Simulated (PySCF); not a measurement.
C2H5FO2, SMILES `F.COC=O`.

PySCF calculation, B3LYP/def2-SVP, gas phase; geometry: an unrelaxed start of a pair search. Without diffuse functions Rydberg states are missing, so the states' numbers hold for this basis only.

Geometry (Å), atoms numbered from 1:

```
F1       3.0507   -0.2427   -0.1413
H2       2.1298   -0.2231    0.0986
C3      -2.0576   -0.7795   -0.0481
O4      -1.5950    0.5697   -0.1357
C5      -0.3159    0.7683    0.0476
O6       0.5047   -0.0747    0.2996
H7      -1.9862   -1.1338    0.9811
H8      -3.0932   -0.7687   -0.3763
H9      -1.4554   -1.4243   -0.6896
H10     -0.0876    1.8409   -0.0504
```

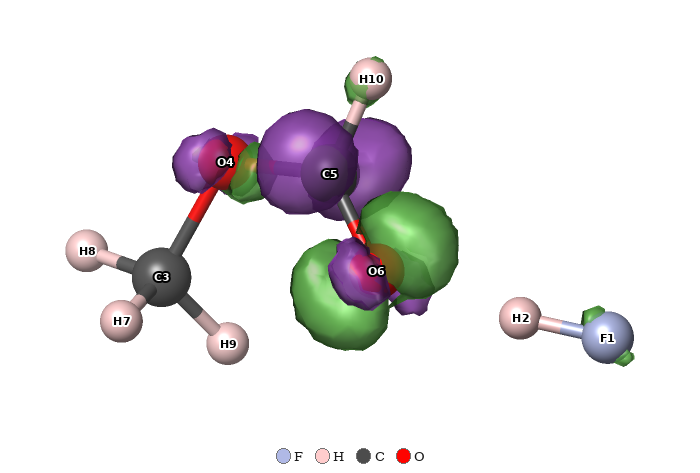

Unrelaxed difference density of S₁ less the ground state (TDA singlet states), ±0.1 e/Å³; purple: gain, green: loss.

> How does the charge move on excitation?

0.76 e is displaced in all, of which about 0.4 e passes between atoms: O6 (0.38 e) loses electrons and C5 (0.36 e) and O4 (0.07 e) gain them. The state: 6.13 eV (202 nm), f = 0.003; the leading pair carries 100 %; hole on O6 (67 %), C5 (11 %) and O4 (8 %), electron on C5 (47 %), O6 (29 %) and O4 (15 %); their centroids lie 0.7 Å apart.
